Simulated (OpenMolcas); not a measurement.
# A workflow on doublet [NH3]+

We compute the energy (ROHF/STO-3G), then a single-point energy (CASSCF(3,3)/STO-3G), then a single-point energy (CASPT2(3,3)/STO-3G), then a single-point energy (SC-NEVPT2(3,3)/STO-3G), then a single-point energy (MRCI(3,3)/STO-3G) of doublet [NH3]+. 

Program for the calculation: OpenMolcas 26.06.

1 further run of the same task is left out (set aside as unsound or not needed).

## 1. The molecule

[NH3]+ has 4 atoms, charge +1, and is taken as a doublet. As SMILES of the parent species, `N`. The shape is that of a PBE0-D4/def2-TZVP optimisation. That shape belongs to the parent species and isn't relaxed for this state.

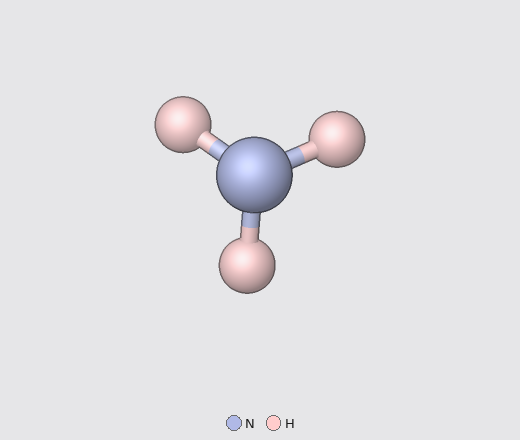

Viewed from a chosen angle; nitrogen light blue, hydrogen pink.

## 2. The energy at ROHF/STO-3G (run 1)

Contents of input.xyz:

```xyz
4

N     -0.069910     0.249470     0.110930
H      0.490470    -0.301820     0.749180
H     -0.887480    -0.301940    -0.118910
H      0.466920     0.354280    -0.741200
```

Contents of step1.inp:

```
&GATEWAY
BASLIB=$CurrDir
COORD=input.xyz
BASIS=STO-3G
GROUP=NoSym
&SEWARD
&SCF
UHF
CHARGE=1
SPIN=2
SCRAMBLE=0.25
PRORBITALS=1 1
&RASSCF
FILEORB=$Project.UnaOrb
SPIN=2
NACTEL=1 0 0
INACTIVE=4
RAS2=1
OUTORBITALS=Canonical
ORBLISTING=Nothing
```

The basis set STO-3G is read from a file made from the Basis Set Exchange's data (not shown).

Command:

```console
$ export MOLCAS_MEM=1860
$ pymolcas step1.inp > step1.log
```

Standard output (excerpt; [...] marks lines left out):

```text
--- Start Module: gateway ---
[...]
--- Stop Module: gateway /rc=_RC_ALL_IS_WELL_ ---
[...]
      Basis functions            8
[...]
--- Start Module: scf ---
[...]
       Convergence after  13 Iterations
[...]
::    Total SCF energy                                -55.1738372882
[...]
      Total spin, S                                     0.5036928593
[...]
--- Stop Module: scf /rc=_RC_ALL_IS_WELL_ ---
--- Start Module: rasscf ---
[...]
      Number of active orbitals                  1
[...]
      Spin quantum number                      0.5
[...]
      Active orbitals                            1
[...]
      Number of CSFs                             1
[...]
      Number of root(s) required                 1
[...]
      Convergence after  4 iterations
[...]
      printout of CI-coefficients larger than  0.05 for root  1
      energy=     -55.171911
      conf/sym  1     Coeff  Weight
             1  u   1.00000 1.00000
      Natural orbitals and occupation numbers for root  1
      sym 1:   1.000000
      ************************************************************************************************************************
      *                                                    Final results                                                     *
[...]
::    RASSCF root number  1 Total energy:    -55.17191074
[...]
      Total electronic charge=    9.000000
      Total            charge=    1.000000
[...]
      Dipole Moment (debye):
      Origin of the operator (angstrom)=   -0.0534    0.1904    0.0847
                   X=  3.6074E-01               Y= -1.2873E+00               Z= -5.7241E-01           Total=  1.4543E+00
      Center of Charge (angstrom)
[...]
--- Stop Module: rasscf /rc=_RC_ALL_IS_WELL_ ---
[...]
```

It took 1.9 s on 1 thread of Arm Neoverse V2, shared host; peak memory 0.37 GiB.

## 3. The energy at CASSCF(3,3)/STO-3G (run 2)

input.xyz is that of step 2.

Contents of step2.input:

```
&gateway
 baslib
 $CurrDir
 coord
 input.xyz
 basis
 STO-3G
 group
 NoSym

&seward

&rasscf
 fileorb
 $CurrDir/step1.RasOrb
 spin
 2
 nactel
 3 0 0
 inactive
 3
 ras2
 3
 orblisting
 Nothing
```

The basis set STO-3G is read from a file made from the Basis Set Exchange's data (not shown).

Command:

```console
$ export MOLCAS_MEM=1860
$ pymolcas step2.input > step2.log
```

Standard output (excerpt; [...] marks lines left out):

```text
--- Start Module: gateway ---
[...]
--- Stop Module: gateway /rc=_RC_ALL_IS_WELL_ ---
--- Start Module: seward ---
[...]
      Basis functions            8
--- Stop Module: seward /rc=_RC_ALL_IS_WELL_ ---
--- Start Module: rasscf ---
[...]
      Number of active orbitals                  3
[...]
      Spin quantum number                      0.5
[...]
      Active orbitals                            3
[...]
      Number of CSFs                             8
[...]
      Number of root(s) required                 1
[...]
      Convergence after 15 iterations
[...]
      printout of CI-coefficients larger than  0.05 for root  1
      energy=     -55.187656
      conf/sym  111     Coeff  Weight
             1  2u0   0.99510 0.99022
             8  0u2   0.08605 0.00740
      Natural orbitals and occupation numbers for root  1
      sym 1:   1.982522   1.000041   0.017437
      ************************************************************************************************************************
      *                                                    Final results                                                     *
[...]
::    RASSCF root number  1 Total energy:    -55.18765574
[...]
      Total electronic charge=    9.000000
      Total            charge=    1.000000
[...]
      Dipole Moment (debye):
      Origin of the operator (angstrom)=   -0.0534    0.1904    0.0847
                   X=  3.1161E-01               Y= -1.2984E+00               Z= -4.9441E-01           Total=  1.4239E+00
      Center of Charge (angstrom)
[...]
--- Stop Module: rasscf /rc=_RC_ALL_IS_WELL_ ---
[...]
```

Wall time 1.6 s (1 thread of Arm Neoverse V2, shared host); peak memory 0.37 GiB.

## 4. The energy at CASPT2(3,3)/STO-3G (run 3)

input.xyz is that of step 3.

Contents of step3.inp:

```
* H3N CASPT2
>>> EXPORT MOLCAS_PRINT=2
&GATEWAY
BasLib=$CurrDir
Coord=input.xyz
Basis=STO-3G
Group=NoSym
&SEWARD
&RASSCF
FileOrb=$CurrDir/step2.RasOrb
Spin=2
Nactel=3 0 0
Inactive=3
Ras2=3
OrbListing=Nothing
&CASPT2
Imaginary=0.1
Frozen=1
```

The basis set STO-3G is read from a file made from the Basis Set Exchange's data (not shown).

Command:

```console
$ export MOLCAS_MEM=1860
$ pymolcas step3.inp > step3.log
```

Standard output (excerpt; [...] marks lines left out):

```text
--- Start Module: gateway ---
[...]
--- Stop Module: gateway /rc=_RC_ALL_IS_WELL_ ---
[...]
      Basis functions            8
[...]
--- Start Module: rasscf ---
[...]
      Number of active orbitals                  3
[...]
      Spin quantum number                      0.5
[...]
      Active orbitals                            3
[...]
      Number of CSFs                             8
[...]
      Number of root(s) required                 1
[...]
      Convergence after  4 iterations
[...]
      printout of CI-coefficients larger than  0.05 for root  1
      energy=     -55.187656
      conf/sym  111     Coeff  Weight
             1  2u0   0.99510 0.99022
             8  0u2   0.08605 0.00740
      Natural orbitals and occupation numbers for root  1
      sym 1:   1.982522   1.000041   0.017437
      ************************************************************************************************************************
      *                                                    Final results                                                     *
[...]
::    RASSCF root number  1 Total energy:    -55.18765574
[...]
      Total electronic charge=    9.000000
      Total            charge=    1.000000
[...]
      Dipole Moment (debye):
      Origin of the operator (angstrom)=   -0.0534    0.1904    0.0847
                   X=  3.1160E-01               Y= -1.2984E+00               Z= -4.9441E-01           Total=  1.4239E+00
      Center of Charge (angstrom)
[...]
--- Stop Module: rasscf /rc=_RC_ALL_IS_WELL_ ---
--- Start Module: caspt2 ---
[...]
 ###    WARNING: User changed nr of frozen orbitals.                         ###
 ###############################################################################
[...]
      E2 (Variational):          -0.0307685953
      Total energy:             -55.2184243394
[...]
      Reference weight:           0.98892
[...]
::    CASPT2 Root  1     Total energy:    -55.21842434
[...]
--- Stop Module: caspt2 /rc=_RC_ALL_IS_WELL_ ---
[...]
```

Run time: 1.5 s. Hardware: 1 thread of Arm Neoverse V2, shared host; peak memory 0.37 GiB.

## 5. A single-point energy at SC-NEVPT2(3,3)/STO-3G (run 4)

input.xyz is that of step 4.

Contents of step4.input:

```
* H3N NEVPT2
>>> EXPORT MOLCAS_PRINT=2

&gateway
  baslib = $CurrDir
  coord = input.xyz
  basis = STO-3G
  group = NoSym

&seward

&rasscf
  fileorb = $CurrDir/step2.RasOrb
  spin = 2
  nactel = 3 0 0
  inactive = 3
  ras2 = 3
  orblisting = Nothing

&caspt2
  sc-nevpt2
  frozen = 1
```

The basis set STO-3G is read from a file made from the Basis Set Exchange's data (not shown).

Command:

```console
$ export MOLCAS_MEM=1860
$ pymolcas step4.input > step4.log
```

Standard output (excerpt; [...] marks lines left out):

```text
--- Start Module: gateway ---
[...]
--- Stop Module: gateway /rc=_RC_ALL_IS_WELL_ ---
[...]
      Basis functions            8
[...]
--- Start Module: rasscf ---
[...]
      Number of active orbitals                  3
[...]
      Spin quantum number                      0.5
[...]
      Active orbitals                            3
[...]
      Number of CSFs                             8
[...]
      Number of root(s) required                 1
[...]
      Convergence after  4 iterations
[...]
      printout of CI-coefficients larger than  0.05 for root  1
      energy=     -55.187656
      conf/sym  111     Coeff  Weight
             1  2u0   0.99510 0.99022
             8  0u2   0.08605 0.00740
      Natural orbitals and occupation numbers for root  1
      sym 1:   1.982522   1.000041   0.017437
      ************************************************************************************************************************
      *                                                    Final results                                                     *
[...]
::    RASSCF root number  1 Total energy:    -55.18765574
[...]
      Total electronic charge=    9.000000
      Total            charge=    1.000000
[...]
      Dipole Moment (debye):
      Origin of the operator (angstrom)=   -0.0534    0.1904    0.0847
                   X=  3.1160E-01               Y= -1.2984E+00               Z= -4.9441E-01           Total=  1.4239E+00
      Center of Charge (angstrom)
[...]
--- Stop Module: rasscf /rc=_RC_ALL_IS_WELL_ ---
--- Start Module: caspt2 ---
[...]
 ###    WARNING: User changed nr of frozen orbitals.                         ###
 ###############################################################################
[...]
      E2 (Variational):          -0.0312467567
[...]
      E2 (Variational):          -0.0309632508
      Total energy:             -55.2186189949
[...]
      Reference weight:           0.98876
[...]
::    SC-NEVPT2 Root  1     Total energy:    -55.21861899
[...]
--- Stop Module: caspt2 /rc=_RC_ALL_IS_WELL_ ---
[...]
```

It took 1.5 s on 1 thread of Arm Neoverse V2, shared host; peak memory 0.37 GiB.

## 6. A single-point energy at MRCI(3,3)/STO-3G (run 5)

input.xyz is that of step 5.

Contents of step5.inp:

```
* H3N MRCI

&GATEWAY
  BasLib=$CurrDir
  Coord=input.xyz
  Basis=STO-3G
  Group=NoSym

&SEWARD

&RASSCF
  FileOrb=$CurrDir/step2.RasOrb
  Spin=2
  Nactel=3 0 0
  Inactive=3
  Ras2=3
  OrbListing=Nothing

&MOTRA
  LumOrb
  Frozen=1

&GUGA
  Electrons=7
  Spin=2
  Inactive=2
  Active=3
  CIAll=1

&MRCI
  SDCI
```

The basis set STO-3G is read from a file made from the Basis Set Exchange's data (not shown).

Command:

```console
$ export MOLCAS_MEM=1860
$ pymolcas step5.inp > step5.log
```

Standard output (excerpt; [...] marks lines left out):

```text
--- Start Module: gateway ---
[...]
--- Stop Module: gateway /rc=_RC_ALL_IS_WELL_ ---
[...]
      Basis functions            8
[...]
      Number of active orbitals                  3
[...]
      Spin quantum number                      0.5
[...]
      Active orbitals                            3
[...]
      Number of CSFs                             8
[...]
      Number of root(s) required                 1
[...]
      Convergence after  4 iterations
[...]
      printout of CI-coefficients larger than  0.05 for root  1
      energy=     -55.187656
      conf/sym  111     Coeff  Weight
             1  2u0   0.99510 0.99022
             8  0u2   0.08605 0.00740
      Natural orbitals and occupation numbers for root  1
      sym 1:   1.982522   1.000041   0.017437
      ************************************************************************************************************************
      *                                                    Final results                                                     *
[...]
::    RASSCF root number  1 Total energy:    -55.18765574
[...]
      Dipole Moment (debye):
      Origin of the operator (angstrom)=   -0.0534    0.1904    0.0847
                   X=  3.1160E-01               Y= -1.2984E+00               Z= -4.9441E-01           Total=  1.4239E+00
      Center of Charge (angstrom)
[...]
      *** WARNING: Default frozen orbitals is overwritten by user input.
      *** Default values:   1
[...]
--- Start Module: guga ---
[...]
--- Stop Module: guga /rc=_RC_ALL_IS_WELL_ ---
--- Start Module: mrci ---
[...]
       (But an ACPF correction will be computed)
       USE THE DEFAULT ACPF G-VALUE GFAC=  0.28571428571428570
[...]
                      CI ENERGY:   -55.23080153
[...]
                ACPF CORRECTION:    -0.00073975
[...]
      Total electronic charge=    9.000000
      Total            charge=    1.000000
[...]
     ACPF CORRECTION:     -0.00073975
[...]
  CI State   1     Total energy:    -55.23080153     QDav:     -0.00104280     QACPF:     -0.00073975
[...]
--- Stop Module: mrci /rc=_RC_ALL_IS_WELL_ ---
[...]
```

It took 1.6 s on 1 thread of Arm Neoverse V2, shared host; peak memory 0.37 GiB.

## 7. Summary of results

```
                        quantity                                                                value
run 1, ROHF/STO-3G: total energy                                                         -55.17191 Eh
       run 2, CASSCF(3,3)/STO-3G  no result (a known fault or a wrong state: its values are left out)
       run 3, CASPT2(3,3)/STO-3G  no result (a known fault or a wrong state: its values are left out)
    run 4, SC-NEVPT2(3,3)/STO-3G  no result (a known fault or a wrong state: its values are left out)
         run 5, MRCI(3,3)/STO-3G  no result (a known fault or a wrong state: its values are left out)
```

**Reading.** Mulliken charges (run 1, ROHF/STO-3G) run from -0.13 on N1 to +0.38 on H2; they depend strongly on the basis. 4 of the 5 runs ended normally but are set aside, since settings or state are in doubt.
